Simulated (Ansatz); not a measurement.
A series of calculations on C2H9BSeSi

## 1. Relaxation

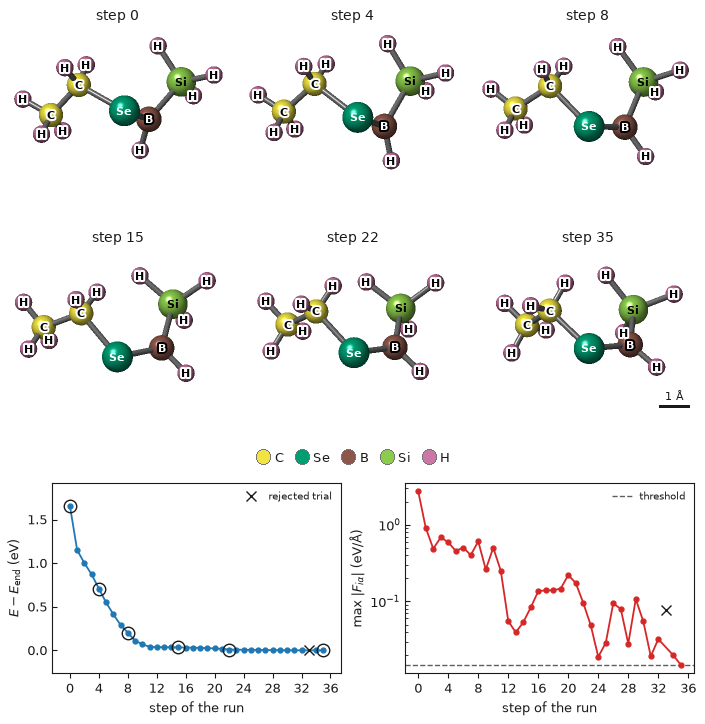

Frames of a relaxation of C2H9BSeSi, marked on the history of the run. The picture is a ball-and-stick view, seen at a tilt.

The run prepares an end point of a later path (torsion) calculation, from a guessed geometry.

Computed with Ansatz 0.2.0, RKS PBE-D4/def2-SVP. Settings: no spin polarisation; force threshold 0.015 eV/Å; at most 40 steps.

> Describe the path.

Over 34 accepted moves (35 points after the start) the energy falls by 1.657 eV. Largest force component: 2.7 eV/Å at the start, 0.015 eV/Å at the end. The line search rejected the trial step at point 33 of the run. The largest move after the best rigid fit is that of an H atom, 2.20 Å. Largest moves by element: H 2.20 Å, B 0.77 Å, C 0.69 Å, Si 0.65 Å, Se 0.60 Å. Among the contacts that change: H–Si 1.410 → 1.509 Å, B–Si 1.921 → 2.014 Å, H–Si 1.430 → 1.512 Å, C–H 1.186 → 1.111 Å. Bond angles that change, for instance: C–Se–B 95.4° → 104.4°, B–Si–H 107.0° → 114.6°, H–C–H 112.9° → 107.7°. Groups turn about B–Se by about 90°, B–Si by about 80°. From step 0 to 4: an H atom moves most (0.75 Å), energy −0.949 eV. From step 4 to 8: an H atom moves most (0.78 Å), energy −0.505 eV. From step 8 to 15: an H atom moves most (0.48 Å), energy −0.170 eV. From step 15 to 22: an H atom moves most (0.73 Å), energy −0.024 eV. From step 22 to 35: an H atom moves most (0.71 Å), energy −0.010 eV.

| step | E − E(0), eV | largest force component, eV/Å | note |
| --- | --- | --- | --- |
| 0 | 0.0000 | 2.7193 |  |
| 1 | -0.5062 | 0.9120 |  |
| 2 | -0.6557 | 0.4877 |  |
| 3 | -0.7857 | 0.6825 |  |
| 4 | -0.9488 | 0.5926 |  |
| 5 | -1.1078 | 0.4547 |  |
| 6 | -1.2435 | 0.5050 |  |
| 7 | -1.3657 | 0.4021 |  |
| 8 | -1.4536 | 0.6070 |  |
| 9 | -1.5450 | 0.2613 |  |
| 10 | -1.5868 | 0.5013 |  |
| 11 | -1.6165 | 0.2522 |  |
| 13 | -1.6206 | 0.0394 |  |
| 14 | -1.6218 | 0.0536 |  |
| 15 | -1.6234 | 0.0835 |  |
| 17 | -1.6259 | 0.1400 |  |
| 18 | -1.6285 | 0.1396 |  |
| 19 | -1.6315 | 0.1476 |  |
| 21 | -1.6399 | 0.1740 |  |
| 22 | -1.6470 | 0.0956 |  |
| 23 | -1.6490 | 0.0488 |  |
| 24 | -1.6501 | 0.0190 |  |
| 26 | -1.6516 | 0.0946 |  |
| 27 | -1.6526 | 0.0798 |  |
| 28 | -1.6541 | 0.0282 |  |
| 30 | -1.6555 | 0.0552 |  |
| 31 | -1.6560 | 0.0193 |  |
| 32 | -1.6565 | 0.0324 |  |
| 34 | -1.6567 | 0.0199 |  |
| 35 | -1.6567 | 0.0149 |  |

## 2. Relaxation

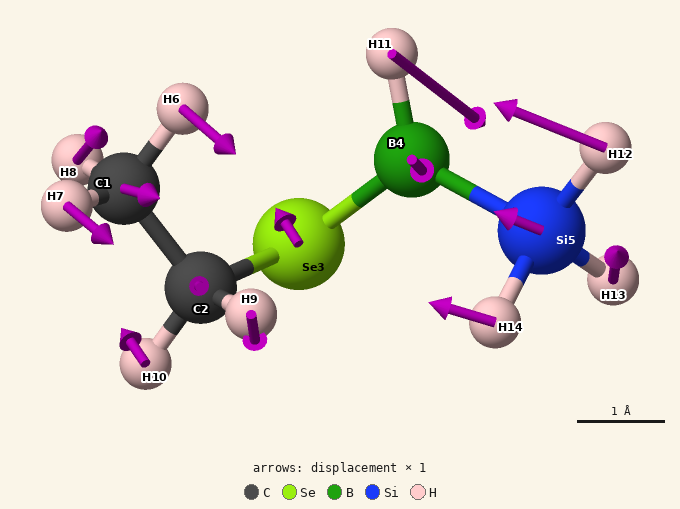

This is a relaxation of C₂H₉BSeSi. The starting structure is drawn; purple arrows show the displacements, at their true length. The two geometries are superimposed by the best rigid fit.

Style: ball-and-stick. Shown face on.

The run prepares an end point of a later path (torsion) calculation, from a guessed geometry.

All numbers below come from Ansatz, RKS PBE-D4/def2-SVP.

Input
```yaml
crystal:
  periodic: [false, false, false]
  atoms:
    - { symbol: C, position_ang: [-1.1787, 0.8716, 1.6707] }
    - { symbol: C, position_ang: [0.1817, 1.0351, 1.1032] }
    - { symbol: Se, position_ang: [0.01066, 1.66414, -0.72047] }
    - { symbol: B, position_ang: [-0.23724, 3.5462, -0.24302] }
    - { symbol: Si, position_ang: [1.20404, 4.78107, 0.05497] }
    - { symbol: H, position_ang: [-1.7149, 1.9298, 1.6562] }
    - { symbol: H, position_ang: [-1.1686, 0.5366, 2.705] }
    - { symbol: H, position_ang: [-1.7912, 0.2424, 1.0269] }
    - { symbol: H, position_ang: [0.79028, 1.69949, 1.69475] }
    - { symbol: H, position_ang: [0.69451, 0.02847, 1.09295] }
    - { symbol: H, position_ang: [-1.41988, 3.92802, -0.02766] }
    - { symbol: H, position_ang: [0.71173, 6.06481, 0.44792] }
    - { symbol: H, position_ang: [1.93706, 4.88954, -1.14449] }
    - { symbol: H, position_ang: [2.05157, 4.20821, 1.12825] }
basis:
  gaussian: { orbitals: def2-SVP }
hamiltonian:
  xc: pbe
  dispersion: d4
relax:
  f_tol: 0.015
  max_steps: 40
```

Run as
```bash
ansatz run input.yaml --threads 2 --pin off --max-ram 3072MiB --backend cpu --events-out ev --progress --plain --runs-dir out
```

**Which element moves most?**

Hydrogen: up to 2.25 Å, against 0.79 Å for boron.

**What happened in the run?**

The energy falls by 1.678 eV in 29 accepted moves (30 points after the start). The largest force component goes from 2.7 to 0.011 eV/Å. The line search rejected the trial step at point 27 of the run. The forces were under the threshold at step 25, but the run went on from there. The largest move after the best rigid fit is that of H11, 2.25 Å. Largest moves by element: H 2.25 Å, B 0.79 Å, C 0.67 Å, Si 0.63 Å, Se 0.59 Å. Near-neighbour distances that change, for instance: Si5–H13 1.410 → 1.509 Å, B4–Si5 1.921 → 2.014 Å, Si5–H12 1.430 → 1.512 Å, C1–H6 1.186 → 1.109 Å. Bond angles that change, for instance: C2–Se3–B4 95.4° → 104.4°, B4–Si5–H14 107.0° → 114.7°, Se3–B4–H11 116.8° → 111.8°. Groups turn about Se3–B4 by about 90°, B4–Si5 by about 80°.

## 3. Path

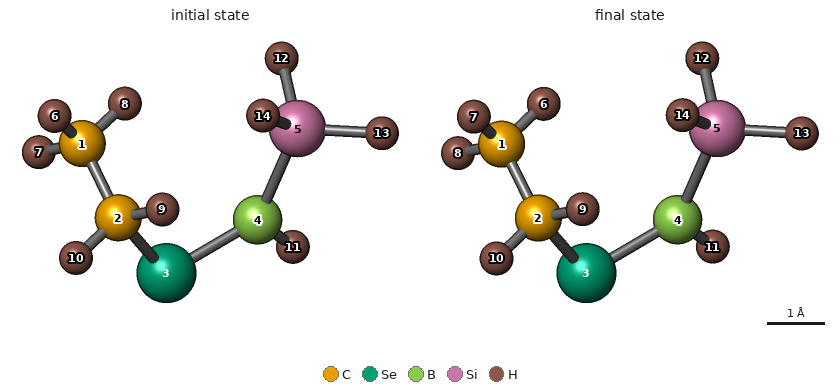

The two relaxed end points of a path for C₂H₉BSeSi. The picture is a ball-and-stick view, seen at a tilt.

Level of theory: Ansatz, RKS PBE-D4/def2-SVP.

Run with 9 movable images; climbing image; force threshold 0.05 eV/Å; iteration limit 60.

Start:
```xyz
14

C    -1.1478    1.1150    1.0355
C     0.3008    0.7981    1.3762
Se    0.6537   -1.1526    1.5439
B     0.6951   -1.7816   -0.2451
Si    0.4609   -0.7153   -1.9373
H    -1.2986    2.2143    0.9869
H    -1.8475    0.7078    1.7927
H    -1.4349    0.6946    0.0502
H     1.0043    1.1868    0.6147
H     0.5953    1.2167    2.3593
H     0.8802   -2.9839   -0.2967
H    -0.9475   -0.9026   -2.4555
H     1.3975   -1.1973   -3.0178
H     0.6755    0.7706   -1.7781
```

End:
```xyz
14

C    -1.1726    1.0688    1.0687
C     0.2703    0.7319    1.4149
Se    0.6151   -1.2253    1.5012
B     0.6994   -1.7692   -0.3137
Si    0.5068   -0.6255   -1.9600
H    -1.4467    0.6947    0.0613
H    -1.3204    2.1695    1.0691
H    -1.8842    0.6293    1.7967
H     0.9851    1.1523    0.6813
H     0.5521    1.1050    2.4199
H     0.8830   -2.9684   -0.4178
H    -0.8843   -0.7954   -2.5287
H     1.4765   -1.0504   -3.0353
H     0.7069    0.8532   -1.7285
```

**Predict the minimum-energy path and its barrier.**

The barrier is about 4.07 kcal/mol in both directions, with image 5 at the top; the ends have the same energy. The motion is a rotation about the C1–C2 bond by about 120°. No bond forms or breaks between the ends. Among the angles between lasting bonds that change up to the highest image: B4–Si5–H12 109.3° → 111.7°. The band converged in 13 iterations. The largest component of the band force went from 8.9 to 0.041 eV/Å. The climbing image converged on the top of the path. Its vibrational analysis gives one imaginary mode (239i cm⁻¹), as a transition state must have.

Energies of the converged images:

| image | path (Å) | E (kcal/mol) |
| --- | --- | --- |
| 0 | 0.00 | 0.00 |
| 1 | 0.97 | 0.16 |
| 2 | 1.93 | 0.54 |
| 3 | 2.90 | 0.83 |
| 4 | 3.86 | 2.15 |
| 5 | 4.83 | 4.07 |
| 6 | 5.68 | 2.47 |
| 7 | 6.54 | 0.77 |
| 8 | 7.39 | 0.38 |
| 9 | 8.25 | 0.12 |
| 10 | 9.10 | 0.00 |

The geometry at the top of the path:

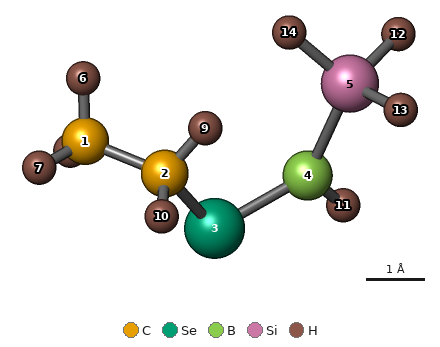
